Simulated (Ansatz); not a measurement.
**C₂H₇FGe: single points with varied inputs**

How do the results and run time of C₂H₇FGe respond when the settings are drawn wide?

Program: Ansatz 0.2.0, Gaussian basis. Level of theory: the settings change from run to run. These are calculated values, not measurements.

## (1) The molecule

An earlier PBE0-D4 in a triple-zeta def2 set relaxation fixed the geometry.

11 atoms, charge 0, spin multiplicity 1.

Atoms are counted from 1 here; the program's logs count them from 0.

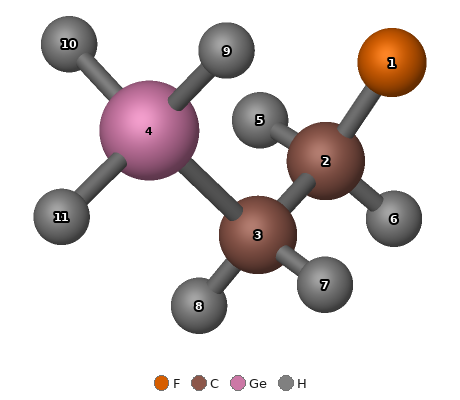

The structure; fluorine orange, carbon brown, germanium pink, hydrogen grey; atoms are numbered from 1 in the order of the file.

## (2) B2PLYP/def2-TZVP

This run has unrestricted orbitals, a grid of angular degree 11.

Contents of in.yaml:

```yaml
crystal:
  periodic: [false, false, false]
  atoms:
    - {symbol: F, position_ang: [-1.165692, 1.492235, 0.684547]}
    - {symbol: C, position_ang: [0.173428, 1.381087, 0.337521]}
    - {symbol: C, position_ang: [0.620981, -0.054338, 0.432551]}
    - {symbol: Ge, position_ang: [-0.501881, -1.289122, -0.610126]}
    - {symbol: H, position_ang: [0.278569, 1.765348, -0.682175]}
    - {symbol: H, position_ang: [0.735399, 2.030016, 1.016938]}
    - {symbol: H, position_ang: [0.631749, -0.383884, 1.474598]}
    - {symbol: H, position_ang: [1.645562, -0.131794, 0.057226]}
    - {symbol: H, position_ang: [-1.865415, -1.509581, 0.057500]}
    - {symbol: H, position_ang: [-0.709250, -0.714394, -2.023150]}
    - {symbol: H, position_ang: [0.222052, -2.642672, -0.724829]}
basis:
  gaussian: {orbitals: def2-TZVP, final_grid: {core_spheres: 5, valence_spheres: 4, degree: 11}}
magnetization: {spin_polarized: true, initial_magnetization: 0}
hamiltonian: {xc: {name: B2PLYP}}
```

On the command line:

```
$ ansatz run in.yaml --threads 4 --pin off --events-out ev --progress --plain --max-ram 10444MiB
```

What it wrote:

```text
Functional definition: B2PLYP
  name "B2PLYP"
  cite "Grimme, J. Chem. Phys. 124, 034108 (2006) doi:10.1063/1.2148954"
  cite "Becke, Phys. Rev. A 38, 3098 (1988) doi:10.1103/PhysRevA.38.3098"
  cite "Lee, Yang & Parr, Phys. Rev. B 37, 785 (1988) doi:10.1103/PhysRevB.37.785"
  parameter a = 0.53
  parameter c = 0.27
  exchange = (1 - a)*b88_x + a*exact_x
  correlation = (1 - c)*lyp_c + c*(mp2_os + mp2_ss)
1279 factors; integrals over basis functions are off by at most 1.2e-3 eV
mean field evaluation 1: about -61400.3582 eV, gradient 2.9e1 eV
mean field evaluation 2: about -61400.4465 eV, gradient 2.9e1 eV
mean field evaluation 4: about -61403.7513 eV, gradient 1.8e0 eV
mean field evaluation 8: about -61403.7663 eV, gradient 2.0e-1 eV
mean field evaluation 16: about -61403.7664 eV, gradient 5.5e-5 eV
mean field -61403.76643327 eV, -2256.5467954548 hartree, gradient 8.5e-6 eV, S^2 0.000000; 0 other end points of the search recorded, 0 dependent functions left out
12 core orbitals not correlated: weight in the atoms' cores, before any rotation towards them, 1.000 or more for the frozen orbitals, at most 0.000 for the correlated occupied ones
reference -61403.76656628 eV, -2256.5468003430 hartree; 18, 18 occupied and 153, 153 virtual orbitals, 1279 factors
second order -27.64845231 eV of doubles, -0.00000000 eV of singles
Total energy: -61411.23164841 eV, -2256.8211370511 hartree
```

Wall time 2.9 s (4 threads of AMD EPYC 7B13, shared host); peak memory 0.56 GiB.

⟨S²⟩ 0.000.

## (3) B97/def2-SVPD

in.yaml, as its differences from that of step 2:

```diff
@@ -15,4 +15,4 @@
 basis:
-  gaussian: {orbitals: def2-TZVP, final_grid: {core_spheres: 5, valence_spheres: 4, degree: 11}}
-magnetization: {spin_polarized: true, initial_magnetization: 0}
-hamiltonian: {xc: {name: B2PLYP}}
+  gaussian: {orbitals: def2-SVPD}
+hamiltonian: {xc: {name: B97}}
+output: {forces: true}
```

The command is unchanged.

What it wrote, cut to the lines that bear on the results:

```text
Functional definition: B97
  name "B97"
  cite "Becke, J. Chem. Phys. 107, 8554 (1997) doi:10.1063/1.475007"
[...]
      + integral(e_c_pw_opposite_spin*poly(b97_u_opposite, cos0, cos1, cos2))
1405 factors; their error is unknown
[...]
mean field -61408.28922758 eV, -2256.7130050800 hartree, gradient 1.4e-5 eV, S^2 0.000000; 0 other end points of the search recorded, 0 dependent functions left out
[...]
reference -61408.28925643 eV, -2256.7130061403 hartree; 30, 30 occupied and 127, 127 virtual orbitals, 1405 factors
Total energy: -61408.28925643 eV, -2256.7130061403 hartree
Atom 0 at    -1.165692     1.492235     0.684547 Å, force    -0.371984     0.091959     0.097439 eV/Å
Atom 1 at     0.173428     1.381087     0.337521 Å, force     0.087585     0.072375     0.001143 eV/Å
Atom 2 at     0.620981    -0.054338     0.432551 Å, force    -0.058661    -0.153693    -0.069256 eV/Å
Atom 3 at    -0.501881    -1.289122    -0.610126 Å, force    -0.098819    -0.178975    -0.110514 eV/Å
Atom 4 at     0.278569     1.765348    -0.682175 Å, force     0.020864     0.130009    -0.258406 eV/Å
Atom 5 at     0.735399     2.030016     1.016938 Å, force     0.139597     0.185754     0.170614 eV/Å
Atom 6 at     0.631749    -0.383884     1.474598 Å, force     0.024664    -0.081990     0.305235 eV/Å
Atom 7 at     1.645562    -0.131794     0.057226 Å, force     0.301889    -0.014300    -0.089713 eV/Å
Atom 8 at    -1.865415    -1.509581     0.057500 Å, force    -0.064812    -0.012242     0.028790 eV/Å
Atom 9 at    -0.709250    -0.714394    -2.023150 Å, force    -0.013133     0.025235    -0.067589 eV/Å
Atom 10 at     0.222052    -2.642672    -0.724829 Å, force     0.032809    -0.064132    -0.007742 eV/Å
Dipole moment:     0.414795     0.000764    -0.016243 e Å
```

Run time: 4 s. Hardware: 4 threads of AMD EPYC 7B13, shared host; peak memory 0.47 GiB.

Largest force 0.395 eV/Å, dipole 1.99 D.

## (4) PBE0/aug-cc-pVTZ

Set apart from the defaults: charge +1, multiplicity 2.

in.yaml, as its differences from that of step 3:

```diff
@@ -15,4 +15,6 @@
 basis:
-  gaussian: {orbitals: def2-SVPD}
-hamiltonian: {xc: {name: B97}}
+  gaussian: {orbitals: aug-cc-pVTZ}
+total_charge: 1
+magnetization: {spin_polarized: true, initial_magnetization: 1}
+hamiltonian: {xc: {name: PBE0}}
 output: {forces: true}
```

Same command.

What it wrote, cut to the lines that bear on the results:

```text
Functional definition: PBE0
  name "PBE0"
  cite "Adamo & Barone, J. Chem. Phys. 110, 6158 (1999) doi:10.1063/1.478522"
  cite "Perdew, Burke & Ernzerhof, Phys. Rev. Lett. 77, 3865 (1996) doi:10.1103/PhysRevLett.77.3865"
  parent pbe
[...]
1554 factors; their error is unknown
[...]
mean field -61402.84158646 eV, -2256.5128079614 hartree, gradient 2.0e-5 eV, S^2 0.753809; 6 other end points of the search recorded, 0 dependent functions left out
[...]
reference -61402.84162325 eV, -2256.5128093134 hartree; 30, 29 occupied and 328, 329 virtual orbitals, 1554 factors
Total energy: -61402.84162325 eV, -2256.5128093134 hartree
Atom 0 at    -1.165692     1.492235     0.684547 Å, force     1.102479     0.177162    -0.049315 eV/Å
Atom 1 at     0.173428     1.381087     0.337521 Å, force    -2.580799    -1.914359    -1.169912 eV/Å
Atom 2 at     0.620981    -0.054338     0.432551 Å, force     2.650025     3.569929     1.970037 eV/Å
Atom 3 at    -0.501881    -1.289122    -0.610126 Å, force    -2.179506    -2.367541    -1.735440 eV/Å
Atom 4 at     0.278569     1.765348    -0.682175 Å, force     0.120066     0.463866    -0.015866 eV/Å
Atom 5 at     0.735399     2.030016     1.016938 Å, force     0.740994     0.109235     0.424654 eV/Å
Atom 6 at     0.631749    -0.383884     1.474598 Å, force    -0.752997    -0.921783     0.012360 eV/Å
Atom 7 at     1.645562    -0.131794     0.057226 Å, force    -0.089340    -0.283483    -0.357334 eV/Å
Atom 8 at    -1.865415    -1.509581     0.057500 Å, force     0.201901     0.387807     0.363706 eV/Å
Atom 9 at    -0.709250    -0.714394    -2.023150 Å, force     0.332290     0.491400     0.210872 eV/Å
Atom 10 at     0.222052    -2.642672    -0.724829 Å, force     0.454888     0.287767     0.346238 eV/Å
Dipole moment:     0.726350     0.178892     0.111334 e Å
```

Wall time 28 s (4 threads of AMD EPYC 7B13, shared host); peak memory 1.7 GiB.

Largest force 4.863 eV/Å, ⟨S²⟩ 0.754.

## (5) B2PLYP/x2c-TZVPPall

Set apart from the defaults: a grid of angular degree 11.

in.yaml, as its differences from that of step 4:

```diff
@@ -15,6 +15,4 @@
 basis:
-  gaussian: {orbitals: aug-cc-pVTZ}
-total_charge: 1
-magnetization: {spin_polarized: true, initial_magnetization: 1}
-hamiltonian: {xc: {name: PBE0}}
+  gaussian: {orbitals: x2c-TZVPPall, final_grid: {core_spheres: 5, valence_spheres: 4, degree: 11}}
+hamiltonian: {xc: {name: B2PLYP}}
 output: {forces: true}
```

The command is unchanged.

What it wrote, cut to the lines that bear on the results:

```text
Functional definition: B2PLYP
  name "B2PLYP"
  cite "Grimme, J. Chem. Phys. 124, 034108 (2006) doi:10.1063/1.2148954"
  cite "Becke, Phys. Rev. A 38, 3098 (1988) doi:10.1103/PhysRevA.38.3098"
  cite "Lee, Yang & Parr, Phys. Rev. B 37, 785 (1988) doi:10.1103/PhysRevB.37.785"
[...]
1435 factors; integrals over basis functions are off by at most 1.1e-3 eV
[...]
mean field -61999.73544845 eV, -2278.4482528005 hartree, gradient 4.6e-6 eV, S^2 0.000000; 0 other end points of the search recorded, 0 dependent functions left out
12 core orbitals not correlated: weight in the atoms' cores, before any rotation towards them, 1.000 or more for the frozen orbitals, at most 0.000 for the correlated occupied ones
reference -61999.73560045 eV, -2278.4482583863 hartree; 18, 18 occupied and 209, 209 virtual orbitals, 1435 factors
second order -28.50570113 eV of doubles, -0.00000000 eV of singles
[...]
Atom 1 at     0.173428     1.381087     0.337521 Å, force     0.435795     0.229274    -0.096606 eV/Å
Atom 2 at     0.620981    -0.054338     0.432551 Å, force     0.080700    -0.236369     0.053182 eV/Å
Atom 3 at    -0.501881    -1.289122    -0.610126 Å, force    -0.094113    -0.154917    -0.109403 eV/Å
Atom 4 at     0.278569     1.765348    -0.682175 Å, force    -0.021496    -0.000082     0.118137 eV/Å
Atom 5 at     0.735399     2.030016     1.016938 Å, force    -0.109738    -0.072408    -0.100268 eV/Å
Atom 6 at     0.631749    -0.383884     1.474598 Å, force    -0.011484     0.031940    -0.125117 eV/Å
Atom 7 at     1.645562    -0.131794     0.057226 Å, force    -0.052450     0.039302     0.035312 eV/Å
Atom 8 at    -1.865415    -1.509581     0.057500 Å, force     0.167452     0.028970    -0.101193 eV/Å
Atom 9 at    -0.709250    -0.714394    -2.023150 Å, force     0.016631    -0.066518     0.240717 eV/Å
Atom 10 at     0.222052    -2.642672    -0.724829 Å, force    -0.107719     0.198186     0.029331 eV/Å
Dipole moment:     0.409336     0.009369    -0.008341 e Å
```

Run time: 8.5 s. Hardware: 4 threads of AMD EPYC 7B13, shared host; peak memory 0.75 GiB.

Largest force 0.502 eV/Å, dipole 1.97 D.

## (6) B3LYP5/cc-pVDZ

Set apart from the defaults: multiplicity 3, restricted open-shell orbitals, density fitting with cc-pVTZ-jkfit, high accuracy.

in.yaml, as its differences from that of step 5:

```diff
@@ -15,4 +15,6 @@
 basis:
-  gaussian: {orbitals: x2c-TZVPPall, final_grid: {core_spheres: 5, valence_spheres: 4, degree: 11}}
-hamiltonian: {xc: {name: B2PLYP}}
+  gaussian: {orbitals: cc-pVDZ, fitting: {mean_field: cc-pVTZ-jkfit}}
+magnetization: {spin_polarized: false, initial_magnetization: 2}
+hamiltonian: {xc: {name: B3LYP5}}
+accuracy: high
 output: {forces: true}
```

The command is unchanged.

What it wrote, cut to the lines that bear on the results:

```text
Functional definition: B3LYP5
  name "B3LYP5"
  cite "Stephens, Devlin, Chabalowski & Frisch, J. Phys. Chem. 98, 11623 (1994) doi:10.1021/j100096a001"
  cite "Becke, Phys. Rev. A 38, 3098 (1988) doi:10.1103/PhysRevA.38.3098"
  cite "Lee, Yang & Parr, Phys. Rev. B 37, 785 (1988) doi:10.1103/PhysRevB.37.785"
  cite "Vosko, Wilk & Nusair, Can. J. Phys. 58, 1200 (1980) doi:10.1139/p80-159"
[...]
654 factors; integrals over basis functions are off by at most 1.6e-1 eV
[...]
mean field -61409.42732218 eV, -2256.7548292854 hartree, gradient 7.0e-8 eV, S^2 2.000000; 9 other end points of the search recorded, 0 dependent functions left out
[...]
reference -61409.42736476 eV, -2256.7548308499 hartree; 31, 29 occupied and 73, 75 virtual orbitals, 654 factors
Total energy: -61409.42736476 eV, -2256.7548308499 hartree
Atom 0 at    -1.165692     1.492235     0.684547 Å, force    -0.205790     0.240232     0.243458 eV/Å
Atom 1 at     0.173428     1.381087     0.337521 Å, force    -1.378792    -0.952405    -0.824568 eV/Å
Atom 2 at     0.620981    -0.054338     0.432551 Å, force     4.350872     5.603236     3.819401 eV/Å
Atom 3 at    -0.501881    -1.289122    -0.610126 Å, force    -3.923326    -4.424638    -3.682684 eV/Å
Atom 4 at     0.278569     1.765348    -0.682175 Å, force     0.156625     0.225094    -0.426198 eV/Å
Atom 5 at     0.735399     2.030016     1.016938 Å, force     0.650833    -0.009731     0.363584 eV/Å
Atom 6 at     0.631749    -0.383884     1.474598 Å, force    -0.726989    -1.039698     0.590784 eV/Å
Atom 7 at     1.645562    -0.131794     0.057226 Å, force     0.449864    -0.419680    -0.708105 eV/Å
Atom 8 at    -1.865415    -1.509581     0.057500 Å, force     0.033060     0.280227     0.381107 eV/Å
Atom 9 at    -0.709250    -0.714394    -2.023150 Å, force     0.192558     0.398099    -0.007327 eV/Å
Atom 10 at     0.222052    -2.642672    -0.724829 Å, force     0.401084     0.099262     0.250549 eV/Å
Dipole moment:     0.499601     0.461854     0.230890 e Å
```

Wall time 10 s (4 threads of AMD EPYC 7B13, shared host); peak memory 0.41 GiB.

Largest force 8.057 eV/Å, dipole 3.45 D.

## (7) r2SCAN0/cc-pVDZ

Set apart from the defaults: a grid of angular degree 47, relativity set to none.

in.yaml, as its differences from that of step 6:

```diff
@@ -15,6 +15,3 @@
 basis:
-  gaussian: {orbitals: cc-pVDZ, fitting: {mean_field: cc-pVTZ-jkfit}}
-magnetization: {spin_polarized: false, initial_magnetization: 2}
-hamiltonian: {xc: {name: B3LYP5}}
-accuracy: high
-output: {forces: true}
+  gaussian: {orbitals: cc-pVDZ, final_grid: {core_spheres: 20, valence_spheres: 16, degree: 47}}
+hamiltonian: {xc: {name: r2SCAN0}, pseudopotentials: {relativity: none}}
```

Launched as before.

What it wrote, cut to the lines that bear on the results:

```text
Functional definition: r2SCAN0
  name "r2SCAN0"
  cite "Bursch, Neugebauer, Ehlert & Grimme, J. Chem. Phys. 156, 134105 (2022) doi:10.1063/5.0086040"
  cite "Furness, Kaplan, Ning, Perdew & Sun, J. Phys. Chem. Lett. 11, 8208 (2020) doi:10.1021/acs.jpclett.0c02405"
  cite "Furness, Kaplan, Ning, Perdew & Sun, J. Phys. Chem. Lett. 11, 9248 (2020) doi:10.1021/acs.jpclett.0c03077"
  parent r2scan
[...]
1016 factors; integrals over basis functions are off by at most 1.2e-3 eV
[...]
mean field -61418.46924111 eV, -2257.0871136770 hartree, gradient 7.8e-5 eV, S^2 0.000000; 0 other end points of the search recorded, 0 dependent functions left out
reference -61418.46924925 eV, -2257.0871139764 hartree; 30, 30 occupied and 74, 74 virtual orbitals, 1016 factors
Total energy: -61418.46924925 eV, -2257.0871139764 hartree
```

Wall time 2.1 s (4 threads of AMD EPYC 7B13, shared host); peak memory 0.27 GiB.

## (8) SVWN5/x2c-TZVPPall

This run has charge +1, multiplicity 2, a point charge of 1.00 e beside it.

in.yaml, as its differences from that of step 7:

```diff
@@ -15,3 +15,5 @@
 basis:
-  gaussian: {orbitals: cc-pVDZ, final_grid: {core_spheres: 20, valence_spheres: 16, degree: 47}}
-hamiltonian: {xc: {name: r2SCAN0}, pseudopotentials: {relativity: none}}
+  gaussian: {orbitals: x2c-TZVPPall, point_charges: [{charge: 1.00, position_ang: [4.872, 0.386, 0.048]}]}
+total_charge: 1
+magnetization: {spin_polarized: true, initial_magnetization: 1}
+hamiltonian: {xc: {name: SVWN5}}
```

The command is unchanged.

What it wrote:

```text
Functional definition: SVWN5
  name "SVWN5"
  cite "Dirac, Proc. Camb. Phil. Soc. 26, 376 (1930) doi:10.1017/S0305004100016108"
  cite "Slater, Phys. Rev. 81, 385 (1951) doi:10.1103/PhysRev.81.385"
  cite "Vosko, Wilk & Nusair, Can. J. Phys. 58, 1200 (1980) doi:10.1139/p80-159"
  exchange = slater_x
  correlation = vwn5_c
1309 factors; their error is unknown
mean field evaluation 1: about -61858.2004 eV, gradient 7.2e1 eV
mean field evaluation 2: about -61605.0683 eV, gradient 2.0e2 eV
mean field evaluation 4: about -61875.1444 eV, gradient 3.9e1 eV
mean field evaluation 8: about -61880.4951 eV, gradient 4.9e0 eV
mean field evaluation 16: about -61880.7211 eV, gradient 1.6e0 eV
mean field evaluation 32: about -61880.6222 eV, gradient 8.0e-1 eV
mean field evaluation 64: about -61880.5446 eV, gradient 4.2e0 eV
mean field -61880.72297086 eV, -2274.0746249188 hartree, gradient 1.7e-5 eV, S^2 0.751024; 8 other end points of the search recorded, 0 dependent functions left out
reference -61880.72301067 eV, -2274.0746263815 hartree; 30, 29 occupied and 209, 210 virtual orbitals, 1309 factors
Total energy: -61880.72301067 eV, -2274.0746263815 hartree
Relativity: scalar
```

It took 7.5 s on 4 threads of AMD EPYC 7B13, shared host; peak memory 0.76 GiB.

⟨S²⟩ 0.751.

## (9) SVWN5/def2-TZVPP

Options: the search for lower states set to light.

in.yaml, as its differences from that of step 8:

```diff
@@ -15,5 +15,4 @@
 basis:
-  gaussian: {orbitals: x2c-TZVPPall, point_charges: [{charge: 1.00, position_ang: [4.872, 0.386, 0.048]}]}
-total_charge: 1
-magnetization: {spin_polarized: true, initial_magnetization: 1}
+  gaussian: {orbitals: def2-TZVPP}
 hamiltonian: {xc: {name: SVWN5}}
+scf: {lower_state_search: light}
```

Launched as before.

What it wrote:

```text
Functional definition: SVWN5
  name "SVWN5"
  cite "Dirac, Proc. Camb. Phil. Soc. 26, 376 (1930) doi:10.1017/S0305004100016108"
  cite "Slater, Phys. Rev. 81, 385 (1951) doi:10.1103/PhysRev.81.385"
  cite "Vosko, Wilk & Nusair, Can. J. Phys. 58, 1200 (1980) doi:10.1139/p80-159"
  exchange = slater_x
  correlation = vwn5_c
1287 factors; their error is unknown
mean field evaluation 1: about -61290.7838 eV, gradient 7.2e1 eV
mean field evaluation 2: about -61270.8633 eV, gradient 1.1e2 eV
mean field evaluation 4: about -61301.1849 eV, gradient 8.3e0 eV
mean field evaluation 8: about -61301.2783 eV, gradient 2.2e-1 eV
mean field evaluation 16: about -61301.2475 eV, gradient 5.6e-4 eV
mean field -61301.24754090 eV, -2252.7792956501 hartree, gradient 2.4e-5 eV, S^2 0.000000; 0 other end points of the search recorded, 0 dependent functions left out
reference -61301.24758024 eV, -2252.7792970959 hartree; 30, 30 occupied and 209, 209 virtual orbitals, 1287 factors
Total energy: -61301.24758024 eV, -2252.7792970959 hartree
```

It took 1.1 s on 4 threads of AMD EPYC 7B13, shared host; peak memory 0.3 GiB.

## (10) SVWN5/aug-cc-pVDZ

This run has high accuracy.

in.yaml, as its differences from that of step 9:

```diff
@@ -15,4 +15,4 @@
 basis:
-  gaussian: {orbitals: def2-TZVPP}
+  gaussian: {orbitals: aug-cc-pVDZ}
 hamiltonian: {xc: {name: SVWN5}}
-scf: {lower_state_search: light}
+accuracy: high
```

Launched as before.

What it wrote:

```text
Functional definition: SVWN5
  name "SVWN5"
  cite "Dirac, Proc. Camb. Phil. Soc. 26, 376 (1930) doi:10.1017/S0305004100016108"
  cite "Slater, Phys. Rev. 81, 385 (1951) doi:10.1103/PhysRev.81.385"
  cite "Vosko, Wilk & Nusair, Can. J. Phys. 58, 1200 (1980) doi:10.1139/p80-159"
  exchange = slater_x
  correlation = vwn5_c
3389 factors; integrals over basis functions are off by at most 4.4e-9 eV
mean field evaluation 1: about -61286.9119 eV, gradient 6.9e1 eV
mean field evaluation 2: about -61261.7311 eV, gradient 1.1e2 eV
mean field evaluation 4: about -61298.4821 eV, gradient 7.5e0 eV
mean field evaluation 8: about -61298.5733 eV, gradient 3.0e-1 eV
mean field evaluation 16: about -61298.5736 eV, gradient 7.9e-5 eV
mean field -61298.57358164 eV, -2252.6810294597 hartree, gradient 9.9e-9 eV, S^2 0.000000; 0 other end points of the search recorded, 0 dependent functions left out
reference -61298.57359320 eV, -2252.6810298847 hartree; 30, 30 occupied and 138, 138 virtual orbitals, 3389 factors
Total energy: -61298.57359320 eV, -2252.6810298847 hartree
```

Wall time 4.7 s (4 threads of AMD EPYC 7B13, shared host); peak memory 0.78 GiB.

## (11) The runs in one table

```tsv
level	charge	multiplicity	geometry	functions	energy (eV)	time
B2PLYP/def2-TZVP	0	1	relaxed	183	-61411.232	2.9 s
B97/def2-SVPD	0	1	relaxed	157	-61408.289	4 s
PBE0/aug-cc-pVTZ	1	2	relaxed	358	-61402.842	28 s
B2PLYP/x2c-TZVPPall	0	1	relaxed	239	-62007.432	8.5 s
B3LYP5/cc-pVDZ	0	3	relaxed	104	-61409.427	10 s
r2SCAN0/cc-pVDZ	0	1	relaxed	104	-61418.469	2.1 s
SVWN5/x2c-TZVPPall	1	2	relaxed, point charge	239	-61880.723	7.5 s
SVWN5/def2-TZVPP	0	1	relaxed	239	-61301.248	1.1 s
SVWN5/aug-cc-pVDZ	0	1	relaxed	168	-61298.574	4.7 s
```

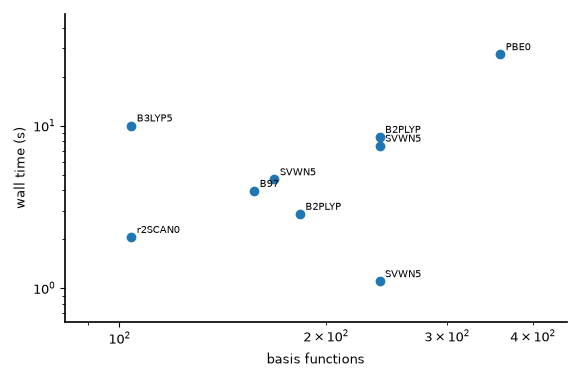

Wall time against the number of basis functions (shared host).

## (12) Outcome

| quantity | value |
| --- | --- |
| runs | 9 |
| quickest | SVWN5/def2-TZVPP, 1.1 s |
| slowest | PBE0/aug-cc-pVTZ, 28 s |
| spread of total energies, same state and geometry | 708.9 eV |
| dipole, same state and geometry | 1.97 to 1.99 D |

What this shows: Run time spans a factor of 25, from SVWN5/def2-TZVPP to PBE0/aug-cc-pVTZ. The jobs differ in tasks and options as well as level. The totals spread over 709 eV; they can't be compared across methods or bases. Some of these runs are scalar-relativistic and others not, which shifts the totals of all-electron atoms past neon by several eV an atom and more; core potentials, where a basis has them, take the core out of the total altogether. At the PBE0-D4/def2-TZVP geometry and in the same state, the sound runs without point charges leave forces up to 0.50 eV/Å (B2PLYP/x2c-TZVPPall).
